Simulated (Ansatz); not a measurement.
# CH5O2SbSi: up Jacob's ladder to CCSD(T)

Aim: compute CH5O2SbSi with functionals from several rungs and with coupled cluster, and see how far each lands from CCSD(T) at the basis-set limit for the atomisation energy.

Program: Ansatz 0.2.0, Gaussian basis. Level of theory: functionals in def2-TZVPP, the program's frozen cores in correlated methods. These are calculated values, not measurements.

The runs, in order: LDA (SPW92), PBE-D4, revPBE-D4, BLYP-D4, r2SCAN-D4, B97M-V, PBE0-D4, B3LYP-D4, r2SCANh-D4, r2SCAN0-D4, HSE06-D4, BHLYP-D4, CAM-B3LYP-D4, LC-ωPBE, ωB97X-V, ωB97M-V, B2PLYP, PBE-QIDH; CCSD(T)/def2-SVP; CCSD(T)/def2-TZVPP; MP2/def2-QZVPP; extrapolation to the limit; RPA on PBE.

## Step 1: Structure used throughout

All runs share one geometry, relaxed beforehand with PBE0-D4 in a triple-zeta def2 set. Sb takes the def2 core potential; no spin-orbit term is included.

SMILES `[OH][Sb]1[CH2][SiH2][O]1`, 10 atoms, charge 0, spin multiplicity 1.

Atoms are counted from 1 here; the program's logs count them from 0.

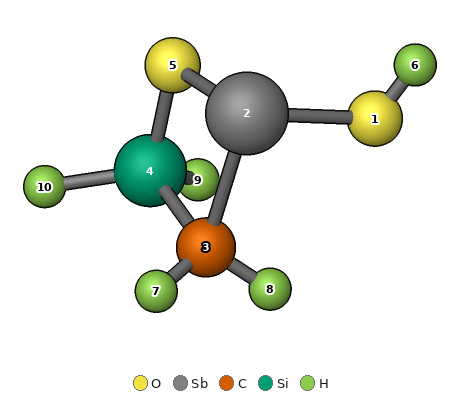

The geometry (oxygen yellow, antimony grey, carbon orange, silicon teal, hydrogen green); atoms are numbered from 1 in the order of the file.

## Step 2: LDA

This LDA is Slater exchange with PW92 correlation.

Contents of in.yaml:

```yaml
crystal:
  periodic: [false, false, false]
  atoms:
    - {symbol: O, position_ang: [-2.254619, 0.331921, 0.137538]}
    - {symbol: Sb, position_ang: [-0.753316, 0.463086, 1.391595]}
    - {symbol: C, position_ang: [0.596144, 0.956931, -0.223465]}
    - {symbol: Si, position_ang: [1.010915, -0.879307, -0.290537]}
    - {symbol: O, position_ang: [0.077178, -1.310715, 1.012849]}
    - {symbol: H, position_ang: [-3.084210, 0.114407, 0.570565]}
    - {symbol: H, position_ang: [1.406337, 1.625304, 0.069136]}
    - {symbol: H, position_ang: [0.042789, 1.377033, -1.063641]}
    - {symbol: H, position_ang: [0.591850, -1.552059, -1.548236]}
    - {symbol: H, position_ang: [2.450031, -1.177701, -0.052804]}
basis:
  gaussian: {orbitals: def2-TZVPP}
hamiltonian: {xc: lda}
output: {orbitals: {seedname: orbitals}}
```

Launch:

```sh
$ ansatz run in.yaml --threads 4 --pin off --events-out ev --progress --plain --max-ram 10444MiB
```

The runs that follow: PBE-D4 (GGA); revPBE-D4 (GGA); BLYP-D4 (GGA); r2SCAN-D4 (meta-GGA); B97M-V (meta-GGA); PBE0-D4 (hybrid); B3LYP-D4 (hybrid); r2SCANh-D4 (hybrid); r2SCAN0-D4 (hybrid); HSE06-D4 (hybrid); BHLYP-D4 (hybrid); CAM-B3LYP-D4 (range-separated); LC-ωPBE (range-separated); ωB97X-V (range-separated); ωB97M-V (range-separated); B2PLYP (double hybrid); PBE-QIDH (double hybrid); CCSD(T) in def2-SVP; CCSD(T) in def2-TZVPP; MP2 in def2-QZVPP; RPA on PBE orbitals.

**Question.** What will the summary of the whole plan be? Wanted: atomisation energy, CCSD(T)/CBS; farthest beyond LDA; mean size of error, GGA; mean size of error, meta-GGA; mean size of error, hybrid; mean size of error, range-separated; mean size of error, double hybrid; gap, smallest and largest; T1 diagnostic.

**Answer**, as computed:

| quantity | value |
| --- | --- |
| atomisation energy, CCSD(T)/CBS | 3576.8 kJ/mol |
| functionals within 35.8 kJ/mol (1.0 %) | BLYP-D4, r2SCAN-D4, B97M-V, CAM-B3LYP-D4, ωB97X-V, ωB97M-V |
| farthest beyond LDA | BHLYP-D4 (-175.5 kJ/mol) |
| mean size of error, GGA | 38.4 kJ/mol |
| mean size of error, meta-GGA | 14.4 kJ/mol |
| mean size of error, hybrid | 86.7 kJ/mol |
| mean size of error, range-separated | 30.4 kJ/mol |
| mean size of error, double hybrid | 84.0 kJ/mol |
| gap, smallest and largest | 4.02 eV (LDA (SPW92)), 10.46 eV (LC-ωPBE) |
| T1 diagnostic | 0.0150 |
| triples share of the correlation energy | 3.7 % |

The LDA atomisation energy is off by 538.4 kJ/mol (15 %): it overbinds. PBE-D4 is off by +37.0 kJ/mol. Double hybrids carry the basis error of their MP2 part in triple zeta, and no dispersion term here, so their miss is partly the set-up's. The rungs meta-GGA, range-separated miss on average by less than the doubt on the reference (35.8 kJ/mol), so they tie. The reference freezes the cores and leaves out spin-orbit coupling and excitations past (T), and its outer-core shells are covered unevenly, so misses under about 35.8 kJ/mol can't be ranked. All levels share the lack of spin-orbit coupling, which lowers the free heavy atoms and so the true binding. Hartree-Fock recovers 67 % of the binding; the rest is correlation. CCSD(T) in def2-SVP is off by -377.2 kJ/mol, which most functionals beat. The gap grows from 4.0 to 10.5 eV across the functionals, mostly with the share of exact exchange. Correlated methods include outer-core shells of Sb, which these sets cover unevenly.
